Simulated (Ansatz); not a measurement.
# TaAl in the B2 ordering: lattice stability ahead of a resistivity run, part 2 of 2

Question: is the lattice of TaAl in the B2 ordering stable, and if so, what are its coupling constant and resistivity?

Ansatz 0.2.0; DFT PBEsol, scalar-relativistic, plane waves, PAW.

So far. Step 2 (Rough relaxation): The largest force is now zero by symmetry and the largest stress component 0.12 GPa. Step 3 (Relaxation): The largest force is now zero by symmetry and the largest stress component 9.6e-5 GPa, small enough for phonons. The relaxed cell has a = 3.196 Å (conventional setting).

The structure was built from a prototype and need not be the compound's stable phase.

## (4) Phonons by linear response: q 2×2×2, k 6×6×6

Couplings are defined for a stable lattice alone, so phonons come first.

input.yaml reads:

```yaml
crystal:
  lattice:
    - [3.1964573469, 0.0, 0.0]
    - [0.0, 3.1964573469, 0.0]
    - [0.0, 0.0, 3.1964573469]
  atoms:
    - { symbol: Al, position: [0.0, 0.0, 0.0] }
    - { symbol: Ta, position: [0.5, 0.5, 0.5] }
kpoints:
  mp_grid: { grid: [6, 6, 6] }
hamiltonian:
  xc: pbesol
scf:
  occupations: { method: methfessel_paxton, width: 0.2 }
output:
  eigenvalues: true
phonons:
  method: dfpt
  qmesh: [2, 2, 2]
  temperatures: { t_max: 1000, t_step: 50 }
  qpath:
    path:
      - [[0.0, 0.0, 0.0], [0.0, 0.5, 0.0], [0.5, 0.5, 0.0], [0.0, 0.0, 0.0], [0.5, 0.5, 0.5], [0.0, 0.5, 0.0]]
      - [[0.5, 0.5, 0.5], [0.5, 0.5, 0.0]]
    npoints: 10
```

On the command line:

```console
> ansatz run input.yaml --threads 4 --pin off --max-ram 8192MiB --backend cpu --events-out ev --progress --plain --runs-dir out
```

Numbers of over 12 decimals in the logs are rounded to 6 here.

What it wrote:

```text
[...]
Crystal: 2 atoms, lattice volume = 32.659 Å³
Basis set: ecut = 420 eV, 619 PW (Γ), exchange–correlation on 48×48×48 points (8 copies of the dense FFT grid, shifted against one another)
Bands: 12, of which v1, the nominal top of the filled ones, is band 8 counted from 1 (7 counted from 0)
Symmetry: 48 space group operations
k-points: 20 of 216
[...]
SCF iter   1: F=—  HF=-10330.867948 eV  |F-HF|=—  |Δ(HF+E_count)|=         —  Δρ=7.85e-3  dr2=4.16e-2  ethr=1.77e-3  ⟨swp⟩=5.0  Hψ=1322  notcnv=0
[...]
SCF iter   7: F=-10330.853701 eV  HF=-10330.853701 eV  |F-HF|=1.82e-12  |Δ(HF+E_count)|=  2.46e-10  S|Δr|=    0.00e0  Δρ=6.24e-8  dr2=5.87e-13  ethr=1.00e-12  ⟨swp⟩=4.9  Hψ=1178  notcnv=0
SCF 1 converged in 7 iterations: F = -10330.853701 eV  dr2 = 5.87e-13
[...]
SCF iter   1: F=—  HF=-10330.853705 eV  |F-HF|=—  |Δ(HF+E_count)|=         —  Δρ=4.14e-7  dr2=8.20e-11  ethr=6.45e-8  ⟨swp⟩=3.1  Hψ=1989  notcnv=0
eigensolver tolerance schedule: the retry pair's looser diagonalisation over-reported the residual by 125848.71 of it (diagonalisation noise at an unbounded share of the residual, at the tolerance the schedule requests for it); recorded, not acted on — ethr = c·dr2/N_el stays at c = 1.0e-1
[...]
SCF iter   2: F=—  HF=-10330.853701 eV  |F-HF|=—  |Δ(HF+E_count)|=   3.82e-6  S|Δr|=    0.00e0  Δρ=4.18e-7  dr2=1.14e-10  ethr=1.00e-12  ⟨swp⟩=3.2  Hψ=524  notcnv=0
[...]
SCF iter   4: F=-10330.853701 eV  HF=-10330.853701 eV  |F-HF|=7.28e-12  |Δ(HF+E_count)|=  3.64e-12  S|Δr|=    0.00e0  Δρ=1.18e-7  dr2=6.96e-12  ethr=1.00e-12  ⟨swp⟩=1.7  Hψ=612  notcnv=0
SCF 2 converged in 4 iterations: F = -10330.853701 eV  dr2 = 6.96e-12
phonons: the bands overlap, so this run is a metal and interpolates without the dipole-dipole term. If the crystal is really an insulator or semiconductor, its LO-TO splitting is missing
NSCF: frozen V_eff on 20 k-points
[...]
DFPT response loops at q = (0, 0, 0) (fractional): preconditioner auto → Kerker (q_TF=auto, 2.422 Å⁻¹) (partly filled bands, converged f_vac=0.000); β = 1.00, the filter's whole step (`scf.mixing.beta` (0.50) is not read by the response loops under this deck's `scf.mixing.preconditioner`; to damp them name `kerker` or `kerker_dos`, under which they read `scf.mixing.beta`, and type it under 1.00, their step now; both keys bind the ground state too); Broyden in place of MSR1
[...]
SCF converged after 7 iterations
Stability not checked: this state was not tested for a lower state beside it, because cold or Methfessel-Paxton smearing, or corrected tetrahedra, fill the levels in a way that the test cannot read (fill_not_monotonic; see scf.lower_state_search)
Free energy (F): -10330.853701 eV
[...]
Internal energy: -10330.856431 eV  (E = F + TS)
E sigma→0 (E₀):  -10330.854384 eV
Entropy (-TS):   0.002731 eV (1.365 meV/atom)
Fermi energy:    14.543464 eV
[...]
--- Band table (eV; the first three rows and the last of 20) ---
  k-point 0: bands = [... 4 lower, 4.3570, 11.8484, 11.8484, 17.1099, 17.1099, 17.1099, 18.7831, 18.7831]
  k-point 1: bands = [... 4 lower, 4.8695, 11.7716, 12.0797, 15.8478, 15.8478, 17.2207, 17.7589, 20.2861]
  k-point 2: bands = [... 4 lower, 6.2803, 10.5448, 12.6269, 14.5916, 14.5916, 17.4570, 17.9899, 21.2628]
  k-point 19: bands = [... 4 lower, 10.2415, 10.2415, 10.2415, 14.6715, 17.8038, 17.8038, 17.8038, 19.4015]
--- Phonons (Γ-DFPT): 2 representative perturbations + reference (Σ response iterations 6) ---
  ASR residual: 3.585e-5 → 0.000e0 eV/Å²; symmetrization residual: 7.892e-7 eV/Å²
  ASR residual per site (eV/Å²): 1.15e-5 3.59e-5
  Γ frequencies (cm⁻¹): 0.00 0.00 0.00 299.34 299.34 299.34
--- Phonons (arbitrary-q DFPT): 4 irreducible q on the 2×2×2 mesh ---
  q = [0.0000, 0.0000, 0.0000] (star 1, of the zone-centre solve; hermiticity 2.04e-7, symmetrization 9.49e-14): -0.00 -0.00 0.00 299.34 299.34 299.34
  q = [0.0000, 0.0000, -0.5000] (star 3, 4 solved perturbations in 208 linear systems a pass and spin channel, the states on 64 of 216 k-point pairs; hermiticity 9.27e-14, symmetrization 1.56e-13): 69.46 114.58 114.58 244.39 270.51 270.51
[...]
q = [-0.5000, -0.5000, -0.5000] (star 1, 2 solved perturbations on 40 of 216 k-point pairs; hermiticity 3.63e-13, symmetrization 8.84e-14): 104.98 104.98 104.98 257.03 257.03 257.03
  sum rule: each row above includes the acoustic sum rule's correction from the zone centre's row sums; it moved no ω² by more than (0.34 cm⁻¹)²
  mesh force constants: q→R imaginary residual 4.62e-17; ASR residual 3.585e-5 → 0.000e0 eV/Å²; symmetrization residual 3.331e-15 eV/Å²
  interpolated dispersion: 62 rows × 6 modes
  density of states and harmonic sums: on the 20×20×20 q-mesh, interpolated from the force constants of a 2×2×2 supercell (no non-analytic term)
  largest difference from the sums on the solved wave vectors: F 2.39e-2 eV, S 3.04e-5 and C_V 1.38e-5 eV/K
  zero-point energy: 0.062179 eV/cell   skipped modes (ω ≤ 0): 325, of them read as no rigid motion or as one in doubt: 322 (1.211e0 modes/cell left out, lowest -114.24 cm⁻¹)   left out of the sums: 2.02e-1 of the cell's modes: C_V's classical limit lies that fraction below 3 k_B per atom; for a crystal, a wire or a layer, F and S can be off by more, and a phonons.interpolated_qmesh denser along its periods is the remedy for the sampling
```

It took 6.9 s on 4 threads of Arm Neoverse V2, shared host; peak memory 0.42 GiB; 24 s of CPU time.

This step gave:

```yaml
share_of_imaginary_modes_in_the_plain_interpolation_between_solved_wavevectors: 0.2031
highest_frequency_solved_or_plainly_interpolated: 306.2 cm⁻¹
```

Solved on the 2×2×2 mesh alone; all other wavevectors are interpolated. Phonon branches along the path, in cm⁻¹:

| point | branch 1 | branch 2 | branch 3 | branch 4 | branch 5 | branch 6 |
| --- | --- | --- | --- | --- | --- | --- |
| Γ | 0 | 0 | 0 | 299 | 299 | 299 |
| X | 70 | 115 | 115 | 244 | 270 | 270 |
| M | -114 | -114 | 128 | 288 | 306 | 306 |
| Γ | 0 | 0 | 0 | 299 | 299 | 299 |
| R | 105 | 105 | 105 | 257 | 257 | 257 |
| X | 70 | 115 | 115 | 244 | 270 | 270 |
| jump to R | 105 | 105 | 105 | 257 | 257 | 257 |
| M | -114 | -114 | 128 | 288 | 306 | 306 |

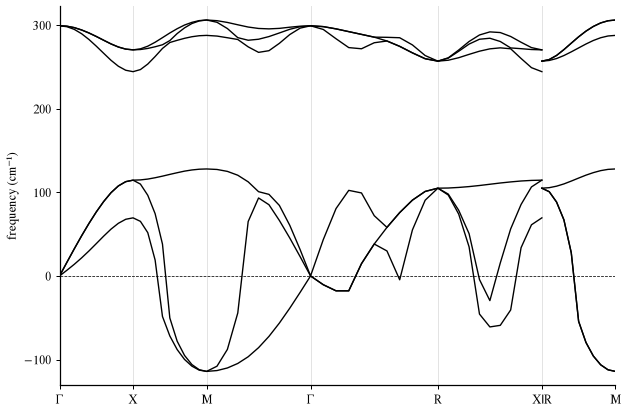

Phonon branches along the path.

Lowest modes at the softest wavevector of the mesh. Modes at q = (0.000, 0.500, 0.500), with each element's share of the kinetic energy (negative means imaginary):

| mode | frequency (cm⁻¹) | Al % | Ta % |
| --- | --- | --- | --- |
| 1 | -114.2 | 19 | 81 |
| 2 | -114.2 | 19 | 81 |
| 3 | 128.0 | 0 | 100 |
| 4 | 287.8 | 100 | 0 |
| 5 | 306.2 | 81 | 19 |
| 6 | 306.2 | 81 | 19 |

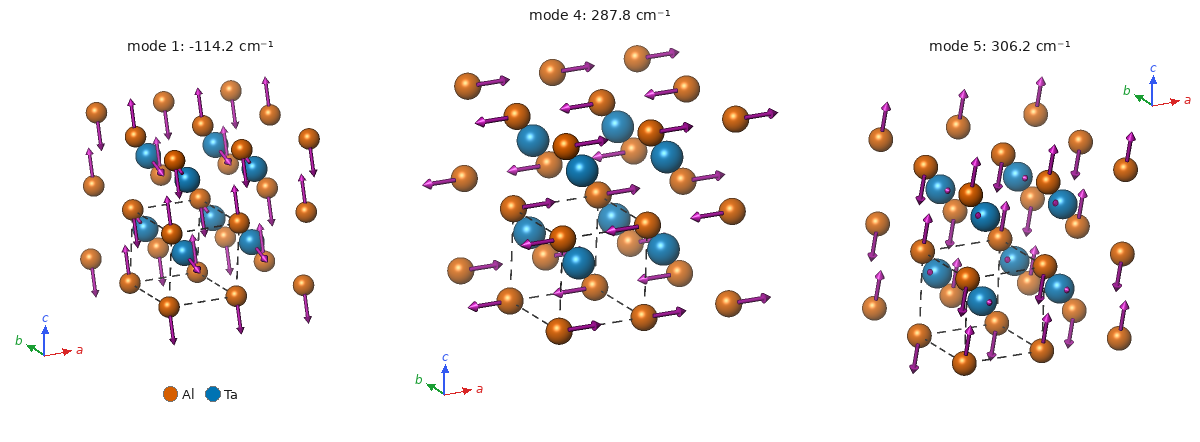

Displacement patterns of modes 1, 4 and 5 at q = (0.000, 0.500, 0.500); arrows are exaggerated. 2×2×2 cells are drawn. Some periodic images of atoms are drawn too.

Among the solved wavevectors the lowest mode, translations apart, is -114 cm⁻¹, imaginary.

## (5) Lattice stability: q 2×2×2, k 8×8×8

An imaginary mode on so few k-points may come from the sampling, so the phonons are repeated with another k mesh.

Edit input.yaml of step 4 so:

```diff
@@ -9,3 +9,3 @@
 kpoints:
-  mp_grid: { grid: [6, 6, 6] }
+  mp_grid: { grid: [8, 8, 8] }
 hamiltonian:
```

The mesh is denser.

What it wrote:

```text
[...]
Crystal: 2 atoms, lattice volume = 32.659 Å³
Basis set: ecut = 420 eV, 619 PW (Γ), exchange–correlation on 48×48×48 points (8 copies of the dense FFT grid, shifted against one another)
Bands: 12, of which v1, the nominal top of the filled ones, is band 8 counted from 1 (7 counted from 0)
Symmetry: 48 space group operations
k-points: 35 of 512
[...]
SCF iter   1: F=—  HF=-10330.865455 eV  |F-HF|=—  |Δ(HF+E_count)|=         —  Δρ=9.94e-3  dr2=6.32e-2  ethr=1.77e-3  ⟨swp⟩=5.0  Hψ=2302  notcnv=0
[...]
SCF iter   7: F=-10330.844414 eV  HF=-10330.844414 eV  |F-HF|=0.00e0  |Δ(HF+E_count)|=  1.82e-12  S|Δr|=    0.00e0  Δρ=6.12e-8  dr2=7.75e-13  ethr=1.00e-12  ⟨swp⟩=6.3  Hψ=1896  notcnv=0
SCF 1 converged in 7 iterations: F = -10330.844414 eV  dr2 = 7.75e-13
[...]
SCF iter   4: F=-10330.844414 eV  HF=-10330.844414 eV  |F-HF|=0.00e0  |Δ(HF+E_count)|=  1.46e-11  S|Δr|=    0.00e0  Δρ=1.23e-7  dr2=8.98e-12  ethr=1.00e-12  ⟨swp⟩=2.1  Hψ=1121  notcnv=0
SCF 2 converged in 4 iterations: F = -10330.844414 eV  dr2 = 8.98e-12
[...]
SCF converged after 7 iterations
[...]
Free energy (F): -10330.844414 eV
[...]
Internal energy: -10330.833795 eV  (E = F + TS)
E sigma→0 (E₀):  -10330.841759 eV
Entropy (-TS):   -0.010619 eV (-5.309 meV/atom)
Fermi energy:    14.516103 eV
[...]
--- Band table (eV; the first three rows and the last of 35) ---
  k-point 0: bands = [... 4 lower, 4.3510, 11.8693, 11.8693, 17.1316, 17.1316, 17.1316, 18.7697, 18.7697]
  k-point 1: bands = [... 4 lower, 4.6422, 11.8557, 12.0026, 16.2554, 16.2554, 17.1963, 18.0544, 19.7791]
  k-point 2: bands = [... 4 lower, 5.4727, 11.3707, 12.3598, 15.1483, 15.1483, 17.3591, 17.5568, 21.3102]
  k-point 34: bands = [... 4 lower, 10.2425, 10.2425, 10.2425, 14.6425, 17.8109, 17.8109, 17.8109, 19.4362]
[...]
ASR residual: 6.115e-5 → 0.000e0 eV/Å²; symmetrization residual: 2.438e-7 eV/Å²
  ASR residual per site (eV/Å²): 7.52e-7 6.12e-5
  Γ frequencies (cm⁻¹): 0.00 0.00 0.00 293.55 293.55 293.55
--- Phonons (arbitrary-q DFPT): 4 irreducible q on the 2×2×2 mesh ---
[...]
interpolated dispersion: 62 rows × 6 modes
[...]
```

It took 11 s on 4 threads; peak memory 0.48 GiB.

This step gave:

* share of imaginary modes in the plain interpolation between solved wavevectors: 0.2278
* highest frequency, solved or plainly interpolated: 303.5 cm⁻¹

Solved on the 2×2×2 mesh alone; all other wavevectors are interpolated. Phonon branches along the path, in cm⁻¹:

| point | branch 1 | branch 2 | branch 3 | branch 4 | branch 5 | branch 6 |
| --- | --- | --- | --- | --- | --- | --- |
| Γ | 0 | 0 | 0 | 294 | 294 | 294 |
| X | 75 | 109 | 109 | 263 | 263 | 266 |
| M | -136 | -136 | 138 | 281 | 304 | 304 |
| Γ | 0 | 0 | 0 | 294 | 294 | 294 |
| R | 100 | 100 | 100 | 257 | 257 | 257 |
| X | 75 | 109 | 109 | 263 | 263 | 266 |
| jump to R | 100 | 100 | 100 | 257 | 257 | 257 |
| M | -136 | -136 | 138 | 281 | 304 | 304 |

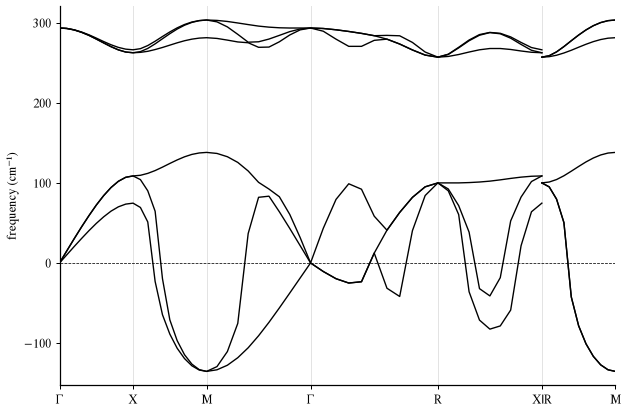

Phonon branches along the path.

Lowest modes at the softest wavevector of the mesh. The modes at q = (0.500, 0.000, 0.500) (shares of kinetic energy by element, %) (negative means imaginary):

| mode | frequency (cm⁻¹) | Al % | Ta % |
| --- | --- | --- | --- |
| 1 | -135.5 | 17 | 83 |
| 2 | -135.5 | 17 | 83 |
| 3 | 138.1 | 0 | 100 |
| 4 | 281.4 | 100 | 0 |
| 5 | 303.5 | 83 | 17 |
| 6 | 303.5 | 83 | 17 |

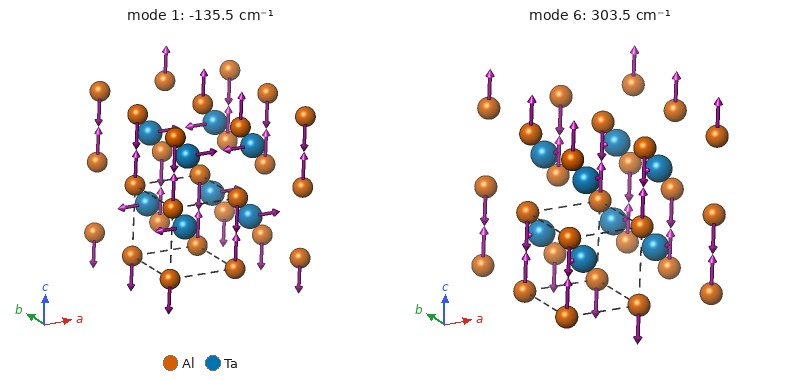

Displacement patterns of modes 1 and 6 at q = (0.500, 0.000, 0.500); arrows are exaggerated. 2×2×2 cells are drawn. Some periodic images of atoms are drawn too.

The modes has structure finer than the step of the table below, so its rows give means over 25 cm⁻¹, whole bins alone (the curve runs from -145 to 322 cm⁻¹). Peaks (cm⁻¹: height): Al 272.4: 0.101; Ta -83.1: 0.0171, -50.8: 0.0141, 49.1: 0.0117, 99.1: 0.0297, 290.1: 0.0124.

Phonopy on the run's constants, 17x17x17 mesh, Gaussian sigma 3.3 cm⁻¹. The modes by wavenumber; means over each step; values in 1/cm⁻¹/cell:

| wavenumber (cm⁻¹) | Al | Ta |
| --- | --- | --- |
| -125 | 9.4e-4 | 0.00475 |
| -100 | 0.00184 | 0.0105 |
| -75 | 0.00230 | 0.0150 |
| -50 | 0.00150 | 0.0108 |
| -25 | 7.4e-4 | 0.00581 |
| 0 | 8.3e-5 | 6.8e-4 |
| 25 | 3.4e-4 | 0.00311 |
| 50 | 8.0e-4 | 0.00891 |
| 75 | 7.7e-4 | 0.0131 |
| 100 | 5.4e-4 | 0.0247 |
| 125 | 8.2e-5 | 0.0122 |
| 150 | 0 | 3.8e-4 |
| 175 | 0 | 0 |
| 200 | 0 | 0 |
| 225 | 0 | 0 |
| 250 | 0.00283 | 2.9e-5 |
| 275 | 0.0764 | 0.00472 |
| 300 | 0.0309 | 0.00520 |

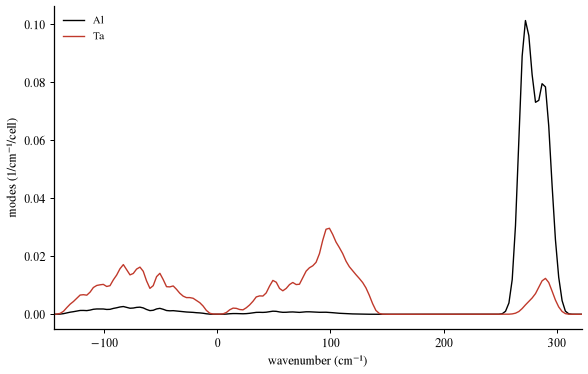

Modes, plotted against wavenumber.

No LO-TO term; unit eigenvectors of the mass-weighted matrix. The modes at Γ (shares of kinetic energy by element, %):

| mode | frequency (cm⁻¹) | symmetry | Al % | Ta % |
| --- | --- | --- | --- | --- |
| 1 | 0.0 | T1u | 13 | 87 |
| 2 | 0.0 | T1u | 13 | 87 |
| 3 | 0.0 | T1u | 13 | 87 |
| 4 | 293.5 | T1u | 87 | 13 |
| 5 | 293.5 | T1u | 87 | 13 |
| 6 | 293.5 | T1u | 87 | 13 |

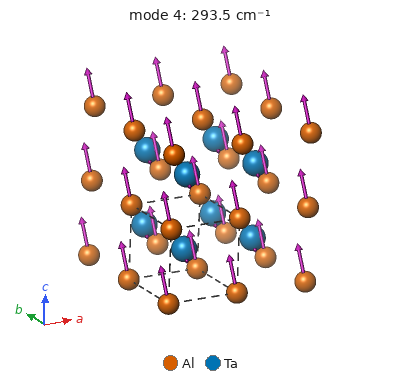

Displacement patterns of mode 4 at Γ; arrows are exaggerated. 2×2×2 cells are drawn. Some periodic images of atoms are drawn too.

Among the solved wavevectors the lowest mode, translations apart, is -136 cm⁻¹, imaginary.

## (6) Coupling and resistivity: q 2×2×2, k 8×8×8, scattering 12×12×12

Phonons, couplings and the Boltzmann equation in one run.

Edit input.yaml of step 5 so:

```diff
@@ -25 +25,4 @@
     npoints: 10
+  electrical_resistivity:
+    mesh: [12, 12, 12]
+    temperatures: [20.0, 50.0, 77.0, 100.0, 150.0, 200.0, 300.0, 400.0, 600.0, 800.0]
```

What it wrote:

```text
[the first part of the log is left out]
  E_hartree    = 285.167819
  E_xc         = -256.939314
  E_vxc        = -233.666929  (∫ρ·V_xc dr)
  E_paw        = -8727.592690  (= ΣΔE_a)
  E_vpaw       = -119.091852  (= ΣTr[D̂ρ^β])
  E_aug_tail   = 0.000133  (compensation charges beyond the density's cutoff)
  E_ewald      = -1278.461320
  E_core_change = 0.232785  (= ΣΔE_core)
  E_smearing   = -0.010619  (= −TS)
  E_closure    = 0.000000  (closes the sum)
  Σ components = -10330.844414   (vs F -10330.844414, Δ=0.00e0)
--- Band table (eV; the first three rows and the last of 35) ---
  k-point 0: bands = ["-53.1912", "-19.6085", "-19.6085", "-19.6085", "4.3510", "11.8693", "11.8693", "17.1316", "17.1316", "17.1316", "18.7697", "18.7697"]
  k-point 1: bands = ["-53.1894", "-19.6544", "-19.6046", "-19.6046", "4.6422", "11.8557", "12.0026", "16.2554", "16.2554", "17.1963", "18.0544", "19.7791"]
  k-point 2: bands = ["-53.1851", "-19.7636", "-19.5950", "-19.5950", "5.4727", "11.3707", "12.3598", "15.1483", "15.1483", "17.3591", "17.5568", "21.3102"]
  k-point 34: bands = ["-53.1551", "-19.8369", "-19.8369", "-19.8369", "10.2425", "10.2425", "10.2425", "14.6425", "17.8109", "17.8109", "17.8109", "19.4362"]
--- Phonons (Γ-DFPT): 2 representative perturbations + reference (Σ response iterations 8) ---
  ASR residual: 6.016e-5 → 0.000e0 eV/Å²; symmetrization residual: 6.358e-8 eV/Å²
  ASR residual per site (eV/Å²): 5.73e-7 6.02e-5
  Γ frequencies (cm⁻¹): 0.00 0.00 0.00 293.55 293.55 293.55
--- Phonons (arbitrary-q DFPT): 4 irreducible q on the 2×2×2 mesh ---
  q = [0.0000, 0.0000, 0.0000] (star 1, of the zone-centre solve; hermiticity 1.71e-8, symmetrization 1.05e-13): -0.00 -0.00 0.00 293.55 293.55 293.55
  q = [0.0000, 0.0000, -0.5000] (star 3, 4 solved perturbations in 400 linear systems a pass and spin channel, the states on 125 of 512 k-point pairs; hermiticity 1.03e-13, symmetrization 9.33e-14): 74.73 108.72 108.72 262.59 262.59 266.31
  q = [0.0000, -0.5000, -0.5000] (star 3, 4 solved perturbations in 400 linear systems a pass and spin channel, the states on 125 of 512 k-point pairs; hermiticity 3.12e-9, symmetrization 1.43e-13): -135.52 -135.52 138.09 281.37 303.47 303.47
  q = [-0.5000, -0.5000, -0.5000] (star 1, 2 solved perturbations on 75 of 512 k-point pairs; hermiticity 4.01e-13, symmetrization 4.11e-13): 99.96 99.96 99.96 257.10 257.10 257.10
  sum rule: each row above includes the acoustic sum rule's correction from the zone centre's row sums; it moved no ω² by more than (0.30 cm⁻¹)²
  mesh force constants: q→R imaginary residual 4.63e-17; ASR residual 6.016e-5 → 0.000e0 eV/Å²; symmetrization residual 5.773e-15 eV/Å²
  interpolated dispersion: 62 rows × 6 modes
  density of states and harmonic sums: on the 20×20×20 q-mesh, interpolated from the force constants of a 2×2×2 supercell (no non-analytic term)
  largest difference from the sums on the solved wave vectors: F 7.15e-3 eV, S 2.26e-5 and C_V 1.88e-5 eV/K
  zero-point energy: 0.061132 eV/cell   skipped modes (ω ≤ 0): 363, of them read as no rigid motion or as one in doubt: 360 (1.344e0 modes/cell left out, lowest -135.52 cm⁻¹)   left out of the sums: 2.24e-1 of the cell's modes: C_V's classical limit lies that fraction below 3 k_B per atom; for a crystal, a wire or a layer, F and S can be off by more, and a phonons.interpolated_qmesh denser along its periods is the remedy for the sampling
Error: electrical resistivity: the mode of lowest frequency at the wavevector [0.0000, -0.5000, -0.5000] is imaginary, -135.52 cm⁻¹ (written negative): the force constants describe an unstable lattice; relax the structure, enlarge phonons.supercell (under dfpt, kpoints.mp_grid), or, with a block electrical_resistivity or superconductivity, name a file of force constants under which the crystal is stable (phonons.electron_phonon_force_constants)
The harmonic force constants that this run solved are whole in <dir>
```

Wall time 13 s (4 threads); peak memory 0.48 GiB.

The run ended with an error.

The program's message: “electrical resistivity: the mode of lowest frequency at the wavevector [0.0000, -0.5000, -0.5000] is imaginary, -135.52 cm⁻¹ (written negative): the force constants describe an unstable lattice; relax …”

The run stops because a mode is imaginary on the scattering mesh, where no scattering rate is defined; denser k meshes, other smearings and, between solved wavevectors, finer q meshes show whether the instability is real.

## (7) Outcome

```
phonon run of the rows without a label of their own : PBEsol, q 2×2×2, k 8×8×8
softest mode on the q mesh                          : -136 cm⁻¹ at q = (0.5, 0, 0.5)
highest frequency, solved or plainly interpolated   : 304 cm⁻¹
```

The lattice is dynamically unstable at this level: a mode at q = (0.5, 0, 0.5) is imaginary, 136i cm⁻¹, so no harmonic coupling constant or resistivity is defined for this structure. These meshes are coarse, and single modes of a metal can move by tens of cm⁻¹ with the k mesh. Spin–orbit coupling, left out here, matters for Ta. The structure was built by hand as an ordered model, and its stability against other phases was not tested.

[Logs are printed without paths, hosts, clocks, repeated set-up lines and the standing remarks that a program may print on its own settings, such as how far it seeks lower states.]

[Hosts, paths, dates, database ids (printed as entryN), source tags and the programs' standing remarks are cut or masked in the printed files.]
